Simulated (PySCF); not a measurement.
C6H12O2Si2

```xyz
22

C     2.6005    0.8273    0.3984
C     1.7903   -0.1016   -0.0887
C     2.2980   -1.4352   -0.5468
Si   -0.0618    0.1928   -0.2277
O    -0.3431    1.7376    0.1529
Si   -1.2802    3.0597    0.2782
O    -0.7493   -0.3048   -1.6626
C    -1.6434   -1.2750   -1.1085
C    -1.3144   -1.1036    0.3477
C    -1.8102   -1.7069    1.4093
H     3.6663    0.6746    0.4776
H     2.2227    1.7779    0.7310
H     1.9737   -1.6244   -1.5684
H     3.3843   -1.4790   -0.5044
H     1.8872   -2.2250    0.0816
H    -2.2947    2.7829    1.2951
H    -0.3269    4.0863    0.6927
H    -1.8881    3.3489   -1.0185
H    -1.4020   -2.2642   -1.5045
H    -2.6723   -1.0198   -1.3702
H    -2.5825   -2.4588    1.3337
H    -1.4645   -1.4705    2.4014
```

Geometry: GFN2-xTB.

The calculation used PBE0/pcSseg-1, SCF density, gas phase, non-relativistic in PySCF.

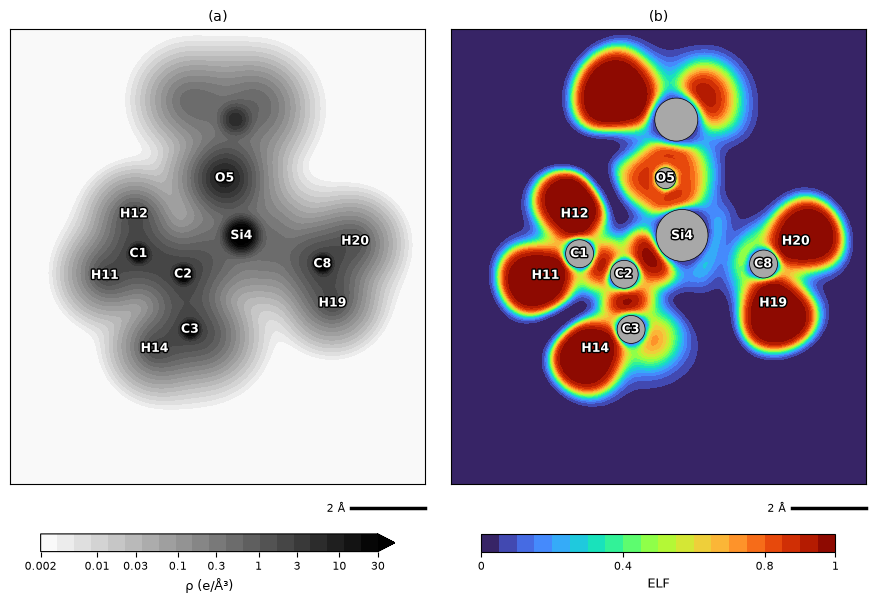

Figure 1. (a) total electron density; (b) ELF on the plane of atoms C1, C2 and C3. Grey discs cover the atomic cores in the ELF map.

Question: Read the bonding off the picture.

Answer: Atoms in the plane: C, Si, O and H. C–C (1.33 Å): ρ at the midpoint is about 2.3 e/Å³; the ELF peaks at about 0.90 between the atoms; a multiple bond. Si–O (1.62 Å): the density is about 1.2 e/Å³ at the midpoint; the ELF peaks at about 0.85 between the atoms, as expected for a short, strongly polar bond. C–Si (1.88 Å): ρ at the midpoint is about 0.98 e/Å³; the ELF peaks at about 0.95 between the atoms: a covalent bond. C–H (1.08 Å): ρ is about 2.1 e/Å³ halfway; the ELF climbs to about 1 towards the hydrogen, as it does in any bond to H (a covalent bond by its length). C–C (1.50 Å): the density is about 1.7 e/Å³ at the midpoint; the ELF peaks at about 0.95 between the atoms (localised, covalent bonding). The ELF also peaks beside O5, away from the bonds: lone-pair regions.

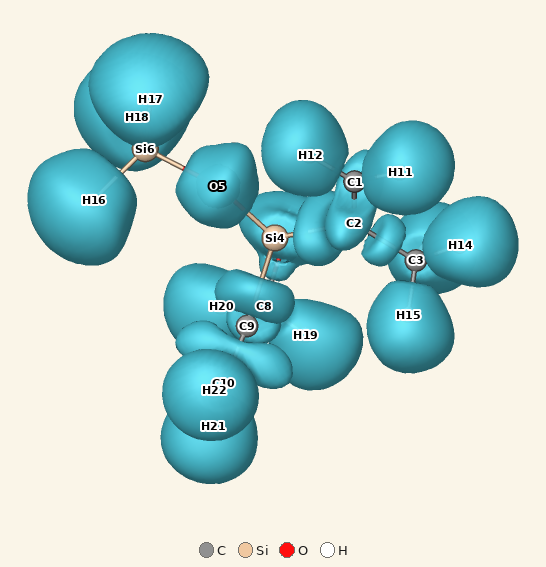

Figure 2. Isosurface of the electron localisation function at 0.75 (cyan), seen at a tilt. Core shells and regions of very low density are left out.

Question: Identify the bonds, lone pairs and shells in this picture.

Answer: The surface consists of four regions between bonded C–C atoms (shared pairs), two regions between bonded C–Si atoms (shared pairs), twelve regions around hydrogen nuclei, one region on O in which the atom's valence shell and bonds are merged and one region wrapped around O (its lone pairs, merged into a ring or cap). Along the contacts the grid gives the following. C–C (1.32 Å): the ELF peaks at about 0.90 between the atoms: a multiple bond. C–O (1.43 Å): the ELF peaks at about 0.85 between the atoms (a shared but strongly polarised pair).

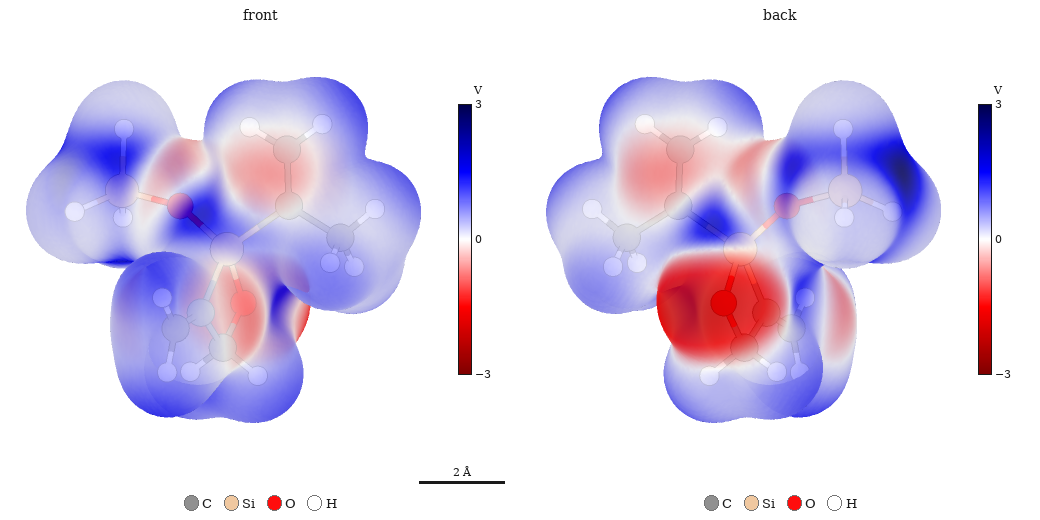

Figure 3. The molecular electrostatic potential painted on the density surface at 0.004 e/bohr³, seen from the front and from behind; red is negative and blue positive.

Question: Where is the surface potential most negative and most positive?

Answer: The most negative region (about −2.0 V) lies over O7, the most positive (about +2.3 V) over Si6. O7 is the likeliest acceptor of a hydrogen bond.
